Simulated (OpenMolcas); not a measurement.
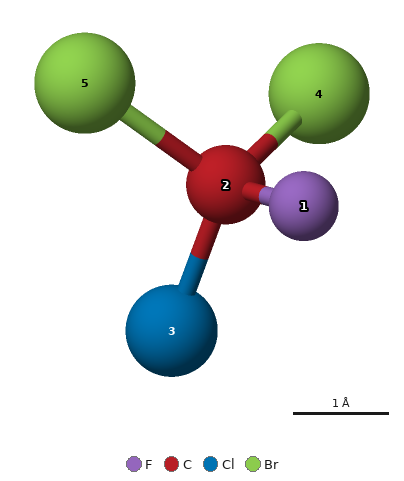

Figure 1. The input geometry (ball-and-stick view, seen at a tilt; atoms are numbered from 1 in the order of the input).

## CBr$_{2}$ClF (charge −1): energy and gradient calculation (part 1 of 2)

System: CBr$_{2}$ClF, charge −1, multiplicity 2.
Method: B97-D (no dispersion term)/def2-SVP, UKS (OpenMolcas 26.06).

The geometry is that of the parent species in another charge or spin state. The geometry comes from this level: PBE0-D4/def2-TZVP.

### Input
```
&GATEWAY
 BasLib=$CurrDir
 Coord
 5
 bohr
 F      2.30433204    -1.33905993     0.50380098
 C      0.14116254    -0.12755651     0.07880158
 Cl    -1.78276763    -0.40081091     2.76013398
 Br    -1.47757686    -1.65728981    -2.82419569
 Br     0.90933621     3.38544435    -0.59696448
 Basis=def2-SVP
 Group=NoSym

&SEWARD

&SCF
 UHF
 Charge=-1
 Spin=2
 KSDFT=GGA_XC_B97_D
 PrOrbitals=1 1

&ALASKA
```

Hardware: 1 thread of Arm Neoverse V1, 24 GiB of memory available, shared host.

Launched with:
```bash
export MOLCAS_MEM=1860
pymolcas job.inp > job.log
```

### The program's output
```
--- Start Module: gateway ---

                                              &GATEWAY

                       available to each process: 1.9 GB of memory, 1 thread

 Basis Set     1 Label: F.DEF2-SVP
 Basis set is read from library:.
 basistype.tbl is not found

 Basis Set     2 Label: C.DEF2-SVP
 Basis set is read from library:.
 basistype.tbl is not found

 Basis Set     3 Label: CL.DEF2-SVP
 Basis set is read from library:.
 basistype.tbl is not found

 Basis Set     4 Label: BR.DEF2-SVP
 Basis set is read from library:.
 basistype.tbl is not found

++    Symmetry information:
      ---------------------

                    Character Table for C1

                             E
                    a        1  x, y, xy, Rz, z, xz, Ry, yz, Rx, I
--

++    Basis set information:
      ----------------------

      Basis set label: F.DEF2-SVP.........

      Electronic valence basis set:
      ------------------
      Associated Effective Charge   9.000000 au
      Associated Actual Charge      9.000000 au
      Nuclear Model: Point charge

      Shell  nPrim  nBasis  Cartesian Spherical Contaminant
         s       7       3        X
         p       4       2        X
         d       1       1                 X

      Basis set label: C.DEF2-SVP.........

      Electronic valence basis set:
      ------------------
      Associated Effective Charge   6.000000 au
      Associated Actual Charge      6.000000 au
      Nuclear Model: Point charge

      Shell  nPrim  nBasis  Cartesian Spherical Contaminant
         s       7       3        X
         p       4       2        X
         d       1       1                 X

      Basis set label: CL.DEF2-SVP.........

      Electronic valence basis set:
      ------------------
      Associated Effective Charge  17.000000 au
      Associated Actual Charge     17.000000 au
      Nuclear Model: Point charge

      Shell  nPrim  nBasis  Cartesian Spherical Contaminant
         s      10       4        X
         p       7       3        X
         d       1       1                 X

      Basis set label: BR.DEF2-SVP.........

      Electronic valence basis set:
      ------------------
      Associated Effective Charge  35.000000 au
      Associated Actual Charge     35.000000 au
      Nuclear Model: Point charge

      Shell  nPrim  nBasis  Cartesian Spherical Contaminant
         s      14       5        X
         p      10       4        X
         d       6       3                 X
--

++    Molecular structure info:
      -------------------------

                    ************************************************
                    **** Cartesian Coordinates / bohr, angstrom ****
                    ************************************************

     Center  Label                x              y              z                     x              y              z
        1      F1               2.304332      -1.339060       0.503801              1.219400      -0.708600       0.266600
        2      C2               0.141163      -0.127557       0.078802              0.074700      -0.067500       0.041700
        3      CL3             -1.782768      -0.400811       2.760134             -0.943400      -0.212100       1.460600
        4      BR4             -1.477577      -1.657290      -2.824196             -0.781900      -0.877000      -1.494500
        5      BR5              0.909336       3.385444      -0.596964              0.481200       1.791500      -0.315900

                    ***************************************
                    *    InterNuclear Distances / bohr    *
                    ***************************************

               1 F1            2 C2            3 CL3           4 BR4           5 BR5
    1 F1       0.000000
    2 C2       2.515486        0.000000
    3 CL3      4.761904        3.311453        0.000000
    4 BR4      5.047739        3.658934        5.732069        0.000000
    5 BR5      5.047637        3.658951        5.731777        6.007252        0.000000

                    *******************************************
                    *    InterNuclear Distances / angstrom    *
                    *******************************************

               1 F1            2 C2            3 CL3           4 BR4           5 BR5
    1 F1       0.000000
    2 C2       1.331138        0.000000
    3 CL3      2.519891        1.752345        0.000000
    4 BR4      2.671148        1.936224        3.033280        0.000000
    5 BR5      2.671094        1.936234        3.033126        3.178901        0.000000
--

            Nuclear Potential Energy            735.52550352 au

--- Stop Module: gateway /rc=_RC_ALL_IS_WELL_ ---

--- Start Module: seward ---

                                              &SEWARD

                       available to each process: 1.9 GB of memory, 1 thread

               SEWARD will generate:
                  Multipole Moment integrals up to order  2
                  Kinetic Energy integrals
                  Nuclear Attraction integrals (point charge)
                  One-Electron Hamiltonian integrals
                  Velocity integrals
                  Orbital angular momentum around ( -0.2757   0.4263  -0.7281 )
                  Velocity quadrupole around ( -0.2757   0.4263  -0.7281 )
                  Two-Electron Repulsion integrals

                   Integrals are discarded if absolute value <: 1.00E-14
                   Integral cutoff threshold is set to       <: 1.00E-16

            Nuclear Potential Energy            735.52550352 au

      Basis set specifications :
      Symmetry species         a
      Basis functions          110

--- Stop Module: seward /rc=_RC_ALL_IS_WELL_ ---
--- Module seward spent 4 seconds ---

--- Start Module: scf ---

                                                &SCF

                       available to each process: 1.9 GB of memory, 1 thread

 ###############################################################################
 ###    WARNING:  Find_Functional: Dispersion corrections are                ###
 ###    not implemented!                                                     ###
 ###############################################################################
          Functional=GGA_XC_B97_D
++    Input section:
      --------------

      Header of the integral files:

      Cartesian coordinates in angstrom:
      -----------------------------------------------------
      No.  Label        X            Y            Z
      -----------------------------------------------------
       1   F1         1.21940000  -0.70860000   0.26660000
       2   C2         0.07470000  -0.06750000   0.04170000
       3   CL3       -0.94340000  -0.21210000   1.46060000
       4   BR4       -0.78190000  -0.87700000  -1.49450000
       5   BR5        0.48120000   1.79150000  -0.31590000
      -----------------------------------------------------
      Nuclear repulsion energy =  735.52550352
--

++    Orbital specifications:
      -----------------------

      Symmetry species               1
                                     a
      Frozen orbitals                0
      Start temperature = 0.500
      End temperature   = 0.010
      Temperature Factor= 0.460
      Deleted orbitals               0
      Total number of orbitals     110
      Number of basis functions    110
--

      Molecular charge                          -1.000

      Numerical integration parameters
      --------------------------------
      Radial quadrature type:                         MHL
      Size of radial grid:                            75
      Lebedev angular grid:                           29
      Angular grid pruned with the crowding factor:  3.00E+00
                                 and fading factor:  6.00E+00
      Screening threshold for integral computation:   1.00E-11
      Radial quadrature accuracy:                     1.00E-25
      Maximum batch size:                             128
      AO values are stored on disk
      The same grid will be used for all iterations.

      DFT functional specifications
      -----------------------------
      Using Libxc version: 6.2.2
      Please cite the following reference:
      S. Lehtola, C. Steigemann, M. J.T. Oliveira, and M. A.L. Marques.,  SoftwareX 7, 1–5 (2018) doi:10.1016/j.softx.2017.11.002

      * Becke 97-D

++    Optimization specifications:
      ----------------------------

      SCF Algorithm: Conventional USCF
      D(i)-D(i-1) density differences are used
      Number of density matrices in core                 5
      Maximum number of NDDO SCF iterations            400
      Maximum number of HF SCF iterations              400
      Threshold for SCF energy change             1.00E-09
      Threshold for density matrix                1.00E-04
      Threshold for Fock matrix                   1.50E-04
      Threshold for linear dependence             1.00E-09
      Threshold at which DIIS is turned on        1.50E-01
      Maximum depth in the DIIS procedure                5
      Maximum depth in the BFGS Hessian update          30
      Threshold at which QNR/C2DIIS is turned on  7.50E-02
      Threshold for Norm(delta) (QNR/C2DIIS)      1.00E-03
      All orbitals punched on: UHFORB
--

      Input vectors read from INPORB
      Orbital file label: *Guess orbitals

++ Convergence information
                               UHF [...]      iterations: Energy and convergence statistics

Iter     Tot. [...]      One-elec.       Two-elec.     Energy      Max Dij or  Max Fij      DNorm      TNorm      AccCon     Time
         Energy          Energy          Energy        Change      Delta Norm                                                in Sec.

 The total and one-electron energies are shifted by a value of      5000. a.u.

   1  -744.383130704 -4717.225966047  3237.317331828   0.00E+00    2.21E-01*   1.11E+01*    1.80E+01   6.22E+02   None         1.
   2  -738.186708813 -4699.216299549  3225.504087219   6.20E+00*   2.84E-01*   1.28E-01*    2.39E+01   6.20E+02   EDIIS        1.
   3  -745.639528756 -4704.930490011  3223.765457739  -7.45E+00*   3.61E-01*   2.16E-01*    8.95E+00   6.20E+02   EDIIS        1.
   4  -746.302626681 -4720.489332119  3238.661201922  -6.63E-01*   1.74E-01*   1.35E-01*    7.20E+00   6.22E+02   EDIIS        1.
   5  -747.866160715 -4712.467485980  3229.075821750  -1.56E+00*   4.31E-01*   9.99E-02*    5.75E+00   6.21E+02   EDIIS        1.
   6  -747.816473363 -4715.531915479  3232.189938599   4.97E-02*   1.48E-01*   4.44E-02*    4.03E+00   6.21E+02   EDIIS        1.
   7  -748.118873057 -4715.009677690  3231.365301116  -3.02E-01*   2.70E-01*   2.09E-02*    1.54E+00   6.21E+02   EDIIS        1.
   8  -748.115259938 -4713.070153305  3229.429389851   3.61E-03*   4.05E-02*   9.08E-03*    1.23E+00   6.21E+02   EDIIS        1.

       Fermi aufbau procedure completed!
      nOcc(alpha)=   52
      nOcc(beta) =   51

   9  -748.120969283 -4714.118755333  3230.472282534  -5.71E-03*   4.89E-03*   2.09E-03*    1.95E-01   6.21E+02   c2DIIS       1.
  10  -748.121097469 -4714.344868911  3230.698267926  -1.28E-04*   1.92E-02*   1.15E-03*    2.97E-02   6.21E+02   QNRc2DIIS    1.
  11  -748.121054612 -4714.308730852  3230.662172724   4.29E-05*   1.29E-02*   2.41E-03*    5.19E-02   6.21E+02   QNRc2DIIS    1.
  12  -748.121112401 -4714.301971542  3230.655355625  -5.78E-05*   1.64E-03*   1.67E-04*    3.65E-02   6.21E+02   QNRc2DIIS    1.
  13  -748.121113225 -4714.323700832  3230.677084092  -8.24E-07*   5.13E-04    6.51E-05     4.00E-03   6.21E+02   QNRc2DIIS    1.
  14  -748.121113239 -4714.322323221  3230.675706466  -1.46E-08*   2.98E-04    4.84E-05     1.20E-03   6.21E+02   QNRc2DIIS    1.
  15  -748.121113268 -4714.319853779  3230.673236995  -2.88E-08*   1.00E-04    7.94E-06     6.42E-04   6.21E+02   QNRc2DIIS    1.
  16  -748.121113269 -4714.321499641  3230.674882855  -1.39E-09*   6.89E-05    3.70E-06     2.73E-04   6.21E+02   QNRc2DIIS    1.
  17  -748.121113270 -4714.321171085  3230.674554299  -3.29E-10    3.40E-05    2.27E-06     2.60E-04   6.21E+02   QNRc2DIIS    1.

       Convergence after  17 Iterations
--

 *****************************************************************************************************************************
 *                                             SCF/KS-DFT Program, Final results                                             *
 *                                                       Final Results                                                       *
 *****************************************************************************************************************************

::    Total KS-DFT energy                           -5748.1211132696
      One-electron energy                           -9714.3211710848
      Two-electron energy                            3230.6745542991
      Nuclear repulsion energy                        735.5255035161
      Kinetic energy (interpolated)                  5742.4209577647
      Virial theorem                                    1.0009926398
      Total spin, S(S+1)                                0.7518395311
      Total spin, S                                     0.5009193429
      Max non-diagonal density matrix element           0.0000289233
      Max non-diagonal Fock matrix element              0.0000015112

      All orbitals with orbital energies smaller than  E(LUMO)+0.5 are printed

++    Molecular orbitals:
      -------------------

      Title: UKS-DFT orbitals (alpha)

      Molecular orbitals for symmetry species 1: a
```
